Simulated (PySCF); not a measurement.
**NMR shielding calculation, with input and output: C4H7B**

C4H7B, computed with GIAO PBE0/STO-3G NMR shielding, non-relativistic, gas phase (PySCF 2.14.0).

The geometry comes from this level: PBE0-D3(BJ)/def2-SVP. Figures and captions count atoms from 1; the log counts them from 0 in places.

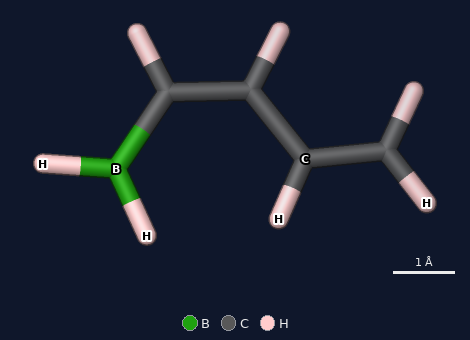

Fig. 1: The input geometry (stick view, seen at a tilt). Bond lengths as drawn: B–C 1.54 Å, B–H 1.21 Å, C–C 1.34 to 1.45 Å and C–H 1.09 to 1.10 Å.

Key numbers:

- outcome: converged
- total energy: −178.994535 hartree
- HOMO: −5.40 eV
- LUMO: 0.18 eV
- dipole moment: 1.81 D
- isotropic shielding, B: 57.7 ppm
- isotropic shielding, C: 103.5 to 120.8 ppm
- isotropic shielding, H: 25.4 to 26.8 ppm
- hardware: 1 CPU thread, shared host
- wall time: 2.1 s
- peak memory: 0.44 GiB

The input:
```
{"job": {"kind": "nmr", "xc": "PBE0", "basis": "STO-3G", "pop": true}, "charge": 0, "multiplicity": 1}
B      1.905132    -0.955245     0.615933
C      1.248690     0.431982     0.671495
C      0.011564     0.743367     0.192806
C     -0.922019    -0.156009    -0.454076
C     -2.122520     0.249574    -0.897822
H      1.333479    -1.909869     0.140093
H      3.021559    -1.119550     1.052801
H      1.798738     1.264138     1.126702
H     -0.347749     1.777903     0.289933
H     -0.618814    -1.199550    -0.575696
H     -2.447220     1.289384    -0.787805
H     -2.817156    -0.440131    -1.383239
```

The first line tells a small driver script what to run in PySCF; the rest is the geometry in Å.

Launched with:
```bash
OMP_NUM_THREADS=1 python <driver script> task.json out
```

What the program printed:
```
coarse grid: 9776 points
cycle   1  E = -178.9927461759  dE =  3.755e-01  |g| = 1.982e-01  |ddm| = 4.350e+00
cycle   2  E = -178.9792323503  dE =  1.351e-02  |g| = 2.973e-01  |ddm| = 6.640e-01
cycle   3  E = -179.0078019994  dE = -2.857e-02  |g| = 4.411e-02  |ddm| = 4.186e-01
cycle   4  E = -179.0084492510  dE = -6.473e-04  |g| = 1.490e-02  |ddm| = 8.143e-02
cycle   5  E = -179.0085155411  dE = -6.629e-05  |g| = 6.307e-03  |ddm| = 2.511e-02
cycle   6  E = -179.0085276630  dE = -1.212e-05  |g| = 1.167e-03  |ddm| = 8.433e-03
cycle   7  E = -179.0085281795  dE = -5.166e-07  |g| = 2.459e-04  |ddm| = 1.929e-03
final grid: 93648 points
cycle   8  E = -178.9945327457  dE = -7.571e-06  |g| = 2.335e-03  |ddm| = 1.187e-02
cycle   9  E = -178.9945339033  dE = -1.158e-06  |g| = 1.579e-03  |ddm| = 5.889e-03
cycle  10  E = -178.9945346872  dE = -7.839e-07  |g| = 5.895e-04  |ddm| = 2.679e-03
cycle  11  E = -178.9945347983  dE = -1.112e-07  |g| = 6.048e-05  |ddm| = 7.449e-04
cycle  12  E = -178.9945347995  dE = -1.133e-09  |g| = 2.166e-05  |ddm| = 1.041e-04
cycle  13  E = -178.9945347996  dE = -1.155e-10  |g| = 1.236e-05  |ddm| = 3.860e-05
```

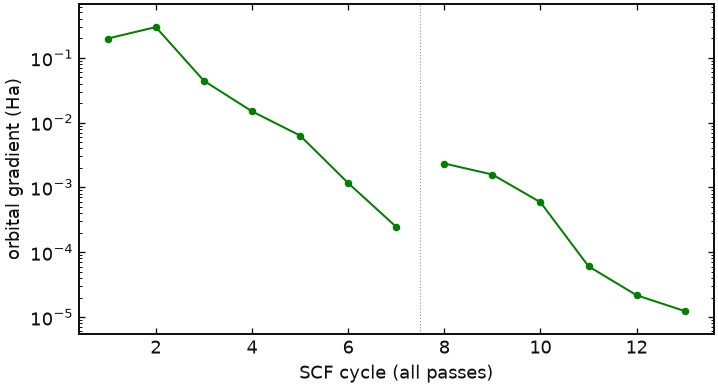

Fig. 2: Convergence of the self-consistent field: orbital gradient against the SCF cycle. The dotted line marks the change from a coarse to the final integration grid. The first 7 cycles use a coarse grid, the final grid takes over at cycle 8, and the field converges after 13 cycles in all.

```
converged SCF energy = -178.9945347996

GIAO shielding tensors (ppm)
atom      isotropic    diamagn.    paramagn.     s11        s22        s33       span
  0 B       57.709     196.333    -138.625      4.375     11.183    157.569    153.194
  1 C      114.796     251.140    -136.344     21.464     98.464    224.459    202.995
  2 C      103.482     252.773    -149.292     15.352     96.392    198.702    183.350
  3 C      120.536     254.173    -133.637     32.126    116.551    212.930    180.803
  4 C      120.786     252.548    -131.762     35.183    118.039    209.137    173.953
  5 H       25.828      32.454      -6.627     20.312     27.602     29.569      9.258
  6 H       26.122      29.882      -3.760     21.931     27.981     28.456      6.525
  7 H       25.527      30.526      -4.999     23.132     24.641     28.808      5.675
  8 H       25.420      32.455      -7.035     23.624     23.789     28.847      5.222
  9 H       25.369      33.569      -8.200     23.067     24.227     28.812      5.746
 10 H       26.815      30.933      -4.118     24.253     25.847     30.345      6.092
 11 H       26.652      29.803      -3.151     24.580     25.745     29.632      5.052
```

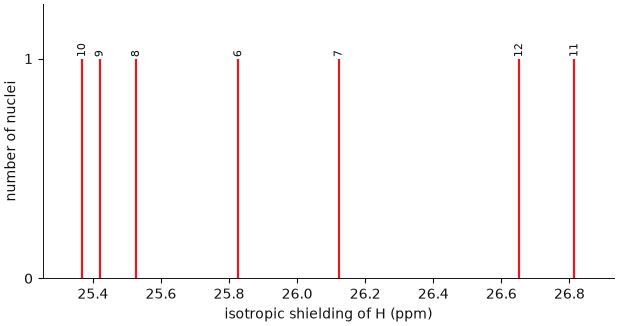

Fig. 3: Isotropic shieldings of the hydrogen nuclei in this fixed geometry, labelled by atom number; shielding grows to the right, so chemical shift grows to the left. The least shielded is H10 (25.4 ppm), the most shielded H11 (26.8 ppm).

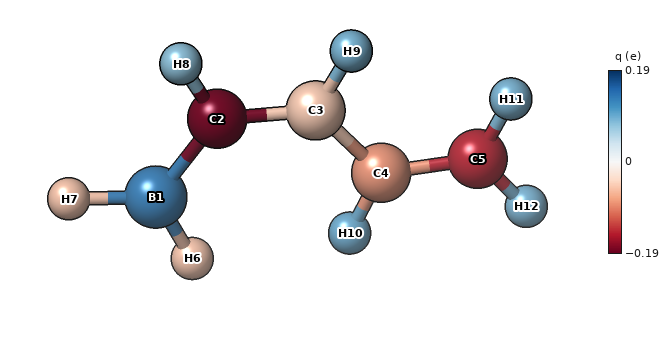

Fig. 4: Mulliken charges, as the colour of each atom (ball-and-stick view, seen at an oblique angle; atoms are numbered from 1 in the order of the input). By element: B +0.13, C −0.18 to −0.05 and H −0.06 to +0.10 e.
